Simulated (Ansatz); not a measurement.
**AlH3 (SMILES [H][Al]([H])[H]): CCSDTQ/6-31G(d) (spherical functions)**

Aim: the vertical electron affinity of AlH3 at CCSDTQ/6-31G* (spherical functions), from 2 runs. 

Program for the calculation: Ansatz 0.2.0.

61 further runs of the same task are left out: 2 that didn't finish, 59 set aside as unsound or not needed.

**1. The system as given**

AlH3: 4 atoms, total charge 0, spin state singlet. SMILES: `[H][Al]([H])[H]`. Geometry: a GFN2-xTB relaxation, a rough one for these elements and not checked as a minimum.

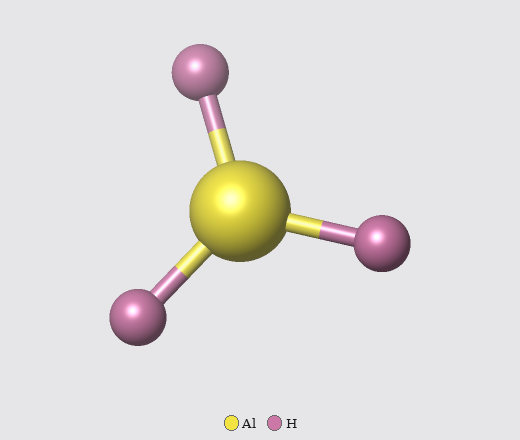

The structure, seen from a chosen angle (aluminium yellow, hydrogen pink).

**2. The energy at CCSDTQ/6-31G(d) (spherical functions)**

File input.yaml:

```yaml
crystal:
  periodic: [false, false, false]
  atoms:
    - {symbol: Al, position_ang: [-0.000010, -0.000020, 0.000020]}
    - {symbol: H, position_ang: [1.552650, -0.030520, 0.014610]}
    - {symbol: H, position_ang: [-0.749810, 1.359840, -0.019120]}
    - {symbol: H, position_ang: [-0.802830, -1.329300, 0.004480]}
basis:
  gaussian:
    orbitals: 6-31G_st_-spherical.json
correlation:
  method: ccsdtq
  frozen_orbitals: {Al: 5, H: 0}
accuracy: high
scf:
  omitted_lower_state_checks: [cluster_reference, increment]
```

The basis set 6-31G* is read from a file made from the Basis Set Exchange's data (not shown).

Command:

```bash
$ ansatz run input.yaml --threads 1 --pin off --max-ram 2610MiB --events-out events.jsonl --progress --plain --runs-dir runs
```

What it wrote (excerpt; [...] marks lines left out):

```text
Warning: RAYON_NUM_THREADS=1 ignored (pool sized by the plan → 1); use --threads N
Functional definition: HF
  name "HF"
[...]
453 factors; integrals over basis functions are off by at most 3.6e-9 eV
[...]
mean field -6629.09237850 eV, -243.6146515496 hartree, gradient 1.0e-8 eV, S^2 0.000000; 0 other end points of the search recorded, 0 dependent functions left out
5 core orbitals not correlated: weight in the atoms' cores, before any rotation towards them, 1.000 or more for the frozen orbitals, at most 0.000 for the correlated occupied ones
reference -6629.09237850 eV, -243.6146515496 hartree; 3, 3 occupied and 16, 16 virtual orbitals, 453 factors
second order -1.42972576 eV of doubles, -0.00000000 eV of singles
cycle   1  -1.77406236 eV  change   -3.4e-1 eV  update   4.9e-2
[...]
cycle  18  -1.96976641 eV  change   1.4e-10 eV  update  3.5e-10
Total energy: -6631.06214491 eV, -243.6870391302 hartree
Checks for a lower state left out: cluster_reference, increment
```

Run time: 2.6 s. Hardware: 1 thread of Arm Neoverse V2, shared host; peak memory 0.11 GiB.

**3. The doublet anion, same level**

File job.yaml:

```yaml
crystal:
  periodic: [false, false, false]
  atoms:
    - {symbol: Al, position_ang: [-0.000010, -0.000020, 0.000020]}
    - {symbol: H, position_ang: [1.552650, -0.030520, 0.014610]}
    - {symbol: H, position_ang: [-0.749810, 1.359840, -0.019120]}
    - {symbol: H, position_ang: [-0.802830, -1.329300, 0.004480]}
basis:
  gaussian:
    orbitals: 6-31G_st_-spherical.json
total_charge: -1
correlation:
  method: ccsdtq
  frozen_orbitals: {Al: 5, H: 0}
accuracy: high
scf:
  omitted_lower_state_checks: [cluster_reference, increment]
magnetization:
  spin_polarized: true
  initial_magnetization: 1
```

The basis set 6-31G* is read from a file made from the Basis Set Exchange's data (not shown).

Command:

```bash
$ ansatz run job.yaml --threads 1 --pin off --max-ram 2610MiB --events-out events.jsonl --progress --plain --runs-dir runs
```

What it wrote (excerpt; [...] marks lines left out):

```text
Warning: RAYON_NUM_THREADS=1 ignored (pool sized by the plan → 1); use --threads N
[... 2 set-up lines as earlier in the session ...]
[...]
453 factors; integrals over basis functions are off by at most 3.6e-9 eV
[...]
mean field -6628.41417860 eV, -243.5897281631 hartree, gradient 3.9e-8 eV, S^2 0.762996; 0 other end points of the search recorded, 0 dependent functions left out
5 core orbitals not correlated: weight in the atoms' cores, before any rotation towards them, 1.000 or more for the frozen orbitals, at most 0.000 for the correlated occupied ones
reference -6628.41417860 eV, -243.5897281631 hartree; 4, 3 occupied and 15, 16 virtual orbitals, 453 factors
second order -1.61798337 eV of doubles, -0.00000000 eV of singles
cycle   1  -2.00319136 eV  change   -3.9e-1 eV  update   5.7e-2
[...]
cycle  20  -2.24582519 eV  change   8.0e-11 eV  update  6.1e-10
Total energy: -6630.66000379 eV, -243.6722607166 hartree
Checks for a lower state left out: cluster_reference, increment
```

Wall time 20 s (1 thread of Arm Neoverse V2, shared host); peak memory 0.17 GiB.

**4. What came out**

At CCSDTQ/6-31G* (spherical functions), 5 core orbitals frozen:

| quantity | value |
| --- | --- |
| singlet AlH3: total energy | -243.68704 Eh |
| singlet AlH3: correlation energy (5 core orbitals frozen) | -72.4 mEh |
| singlet AlH3: T1 diagnostic | 0.013 |
| doublet anion: total energy | -243.67226 Eh |
| doublet anion: correlation energy (5 core orbitals frozen) | -82.5 mEh |
| doublet anion: ⟨S²⟩ of the reference determinant | 0.763 |
| doublet anion: T1 diagnostic | 0.015 |
| vertical electron affinity (to the doublet anion) | -0.402 eV |

In words: The anion lies 0.40 eV (9.3 kcal/mol) above the neutral: the electron isn't bound at this level, and such a value depends on the basis. Without diffuse functions anions come out too high.
